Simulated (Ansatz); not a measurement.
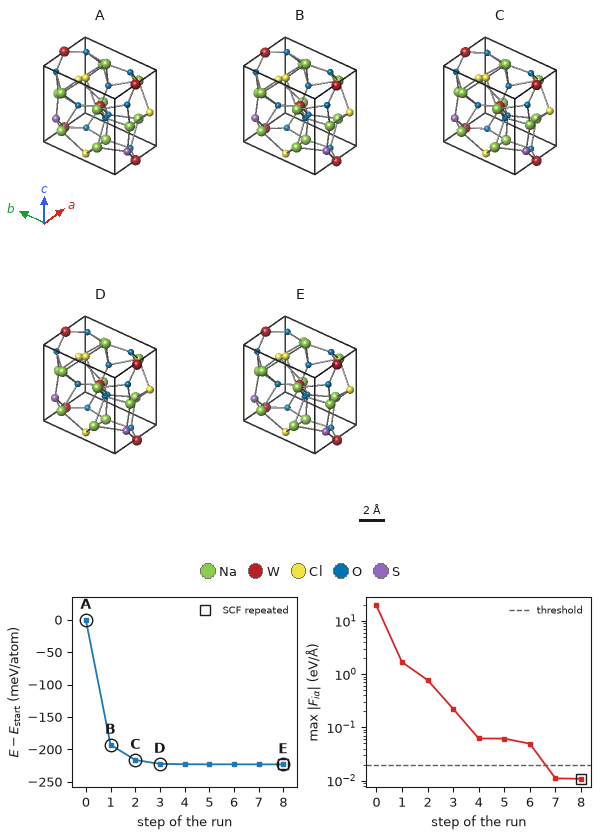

Frames of a relaxation of solid Na₆W₂SCl₂O₇ (a generated structure, set up in Pm), marked on the history of the run. A ball-and-stick model of the cell of the calculation, reduced to other axes, seen from a free direction. Lengths and directions refer to the drawn axes.

All numbers below come from Ansatz 0.2.0, DFT, PBE, plane-wave PAW, default files, scalar-relativistic. Set-up: plane-wave cutoff 420 eV; k-point mesh 3 × 3 × 4; occupations fermi dirac; smearing width 0.02 eV; no spin polarisation; atoms relaxed in a fixed cell; force threshold 0.02 eV/Å; at most 60 steps.

Q: Describe the path.

A: After 7 accepted moves (8 points after the start) the energy has fallen by 223 meV per atom. The largest force component goes from 20 to 0.011 eV/Å. 1 step only repeated the SCF at the same geometry. The largest moves, 0.29 Å, are those of Na atoms. Largest moves by element: Na 0.29 Å, W 0.28 Å, O 0.20 Å, S 0.19 Å, Cl 0.15 Å. The cell stays as it was. Some distances before and after: S–W 1.794 → 2.187 Å, Na–Na 3.279 → 3.540 Å, Na–O 2.348 → 2.108 Å, Na–O 2.509 → 2.318 Å. Among the angles between lasting bonds that change: O–Na–O 180.0° → 165.6°, Cl–Na–Cl 180.0° → 168.8°, Na–S–W 135.2° → 124.4°. The space group stays Pm (No. 6). From step 0 to 1: a W atom moves most (0.19 Å), energy −193 meV per atom. From step 1 to 2: Na and O atoms move most (0.15 Å), energy −23.4 meV per atom. From step 2 to 3: an O atom moves most (0.10 Å), energy −6.1 meV per atom. From step 3 to 8: an O atom moves most (0.09 Å), energy −0.7 meV per atom.
